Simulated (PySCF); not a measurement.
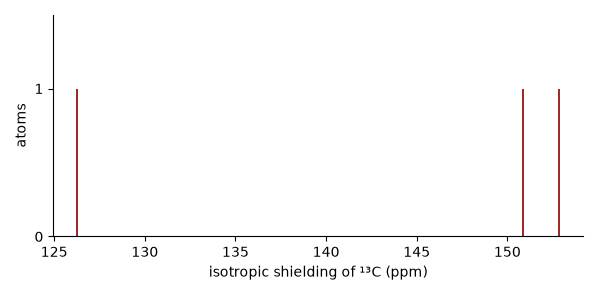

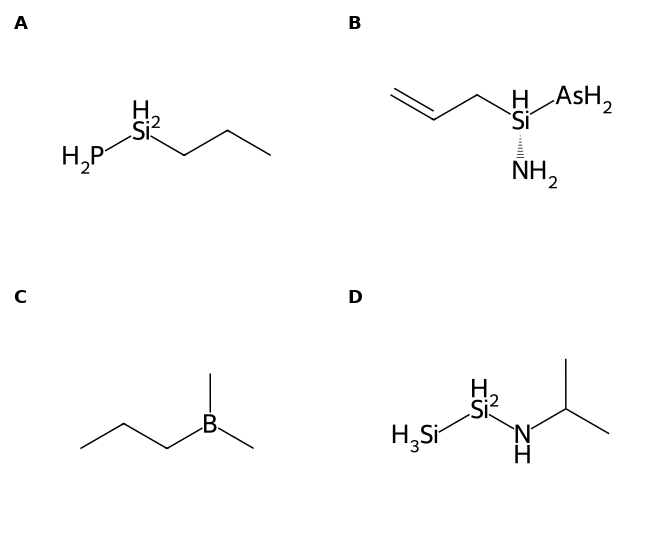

The sticks are computed shieldings of one of the molecules, for one fixed geometry (PBE0-D3(BJ)/def2-SVP) without averaging over rotations. Low shielding means a high chemical shift. Method: GIAO PBE/pcSseg-1 NMR shielding, non-relativistic, gas phase (PySCF 2.14.0).

**Which molecule gives this pattern?**

D, `CC(C)N[SiH2][SiH3]`. Its 3 C atoms give lines at 126.3, 150.8, 152.9 ppm.
